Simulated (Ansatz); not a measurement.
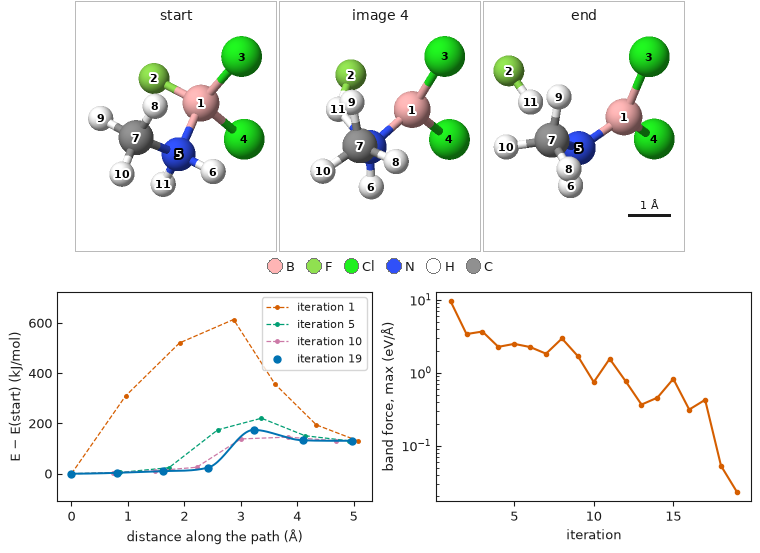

A search for the minimum-energy path of CH5BCl2FN by the nudged elastic band. Images are numbered from 0 (start) to 6 (end). The plot follows the band through its iterations. Style: ball-and-stick. Shown from a free direction.

These are results of RKS r2SCAN-D4/def2-SVP in Ansatz 0.2.0, not measurements. Set-up: 5 movable images; climbing image; force threshold 0.03 eV/Å; iteration limit 60; starting path through a guess of the saddle point.

Q: Judge this run.

A: The result is final at these settings. The band converged in 19 iterations. The largest component of the band force went from 9.6 to 0.023 eV/Å. The climbing image converged on the top of the path. Its vibrational analysis gives one imaginary mode (620i cm⁻¹), as a transition state must have. The first iteration put the highest image at 613.8 kJ/mol. Forward barrier 174.4 kJ/mol, backward barrier 43.3 kJ/mol, with image 4 at the top; the reaction energy is +131.0 kJ/mol.

The run took 4.9 min on 4 threads of Arm Neoverse V1, with other jobs on the host, peak memory 0.2 GiB.
